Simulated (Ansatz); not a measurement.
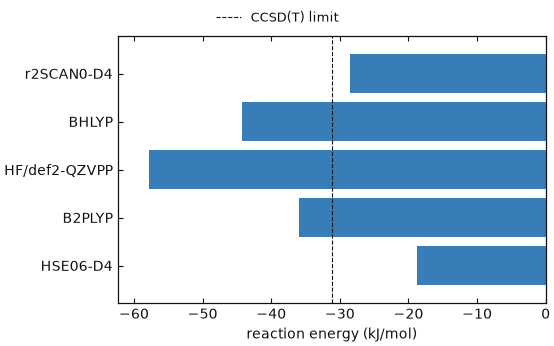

Electronic reaction energy of Si₂H₅SF (F[SiH2]S[SiH3]) + BH₃O (BO) → BSiH₄OF (BO[SiH2]F) + SiH₄S ([SiH3]S) (SMILES in brackets) at several levels (functionals in def2-TZVPP unless a basis is named), isolated molecules at PBE0-D4 triple-zeta geometries, minima by their frequencies, no zero-point or thermal terms, the Ansatz code. The line is frozen-core CCSD(T) at the basis limit (MP2 extrapolated from triple and quadruple zeta, plus CCSD(T) less MP2 in a smaller set). B2PLYP holds a correlation term that converges slowly with the basis, so part of the distance to the limit is basis error. No dispersion term is added to BHLYP and B2PLYP.

### Which level comes closest to the line (CCSD(T) limit), and which misses most?

Closest r2SCAN0-D4 (−28.5 kJ/mol), against −31.1 kJ/mol; farthest HF/def2-QZVPP (−57.8 kJ/mol).

### Give the values.

```tsv
level	kJ/mol	less CCSD(T) limit
r2SCAN0-D4	−28.5	2.6
BHLYP	−44.2	−13.1
HF/def2-QZVPP	−57.8	−26.7
B2PLYP	−36.0	−4.9
HSE06-D4	−18.8	12.3
CCSD(T) limit	−31.1	0.0
```

Caveats: one conformer of each flexible molecule.
